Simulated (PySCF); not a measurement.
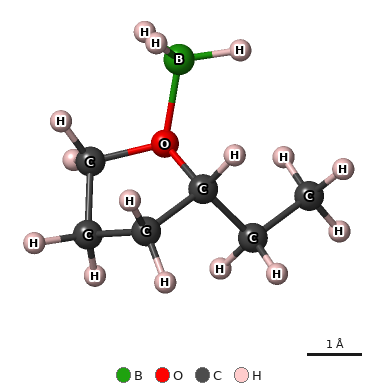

C₆H₁₅BO, before the relaxation. A ball-and-stick model, seen from a free direction.

The start comes from GFN2-xTB. Its atoms were then displaced at random by about 0.01 Å.

These are results of PBE0-D3(BJ)/def2-SVP geometry optimisation, gas phase (PySCF), not measurements.

```xyz
23

B    -0.6588    1.8110    1.1837
O    -0.4883    0.6719    0.0345
C    -1.7494    0.2115   -0.4923
C    -1.5071   -1.2649   -0.7873
C    -0.5658   -1.6784    0.3058
C     0.3387   -0.4361    0.4148
C     1.5558   -0.5214   -0.5287
C     2.4508    0.7197   -0.4357
H    -1.2585    1.3266    2.1093
H     0.4183    2.1828    1.4624
H    -1.3264    2.6660    0.6313
H    -1.9621    0.8157   -1.3574
H    -2.5367    0.3737    0.2612
H    -1.1099   -1.4116   -1.7605
H    -2.4844   -1.8243   -0.7423
H    -1.0977   -1.8100    1.2621
H    -0.0026   -2.5637    0.0777
H     0.6815   -0.2615    1.4442
H     1.1860   -0.6344   -1.5528
H     2.0996   -1.4041   -0.2715
H     3.2304    0.6535   -1.1620
H     2.8701    0.7779    0.5567
H     1.8641    1.6238   -0.6504
```

> Where does the relaxation end?

The largest move after the best rigid fit is that of H22, 0.19 Å. Largest moves by element: H 0.19 Å, C 0.07 Å, O 0.07 Å, B 0.03 Å. Some distances before and after: B1–H10 1.173 → 1.219 Å, C4–H14 1.061 → 1.101 Å, C4–H15 1.127 → 1.099 Å, O2–C6 1.434 → 1.461 Å. Among the angles between lasting bonds that change: O2–B1–H9 108.3° → 104.1°, H9–B1–H11 111.0° → 114.0°, B1–O2–C6 114.5° → 117.4°. Over 7 geometry steps the energy falls by 5.69 kcal/mol.

History of the run:

```csv
step,"E − E(0), kcal/mol"
0,0.00
1,-5.43
2,-5.61
3,-5.64
4,-5.66
5,-5.68
6,-5.69
7,-5.69
```

Final geometry:

```xyz
23

B    -0.6378    1.8350    1.1949
O    -0.4990    0.6490    0.0949
C    -1.7487    0.2147   -0.4783
C    -1.5346   -1.2469   -0.8103
C    -0.5828   -1.6840    0.2996
C     0.3511   -0.4885    0.4378
C     1.5528   -0.5227   -0.4880
C     2.3955    0.7405   -0.4700
H    -1.2103    1.3002    2.1424
H     0.5085    2.1753    1.4319
H    -1.3080    2.6806    0.6228
H    -1.9642    0.8622   -1.3382
H    -2.5283    0.3590    0.2859
H    -1.0672   -1.3640   -1.8004
H    -2.4795   -1.8077   -0.8181
H    -1.1396   -1.8366    1.2367
H    -0.0371   -2.6102    0.0719
H     0.6662   -0.3147    1.4764
H     1.2094   -0.7360   -1.5152
H     2.1612   -1.3915   -0.1824
H     3.2532    0.6465   -1.1524
H     2.7830    0.9491    0.5386
H     1.8037    1.6141   -0.7777
```

After the run, drawn alike:

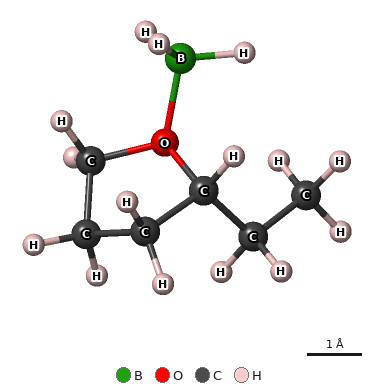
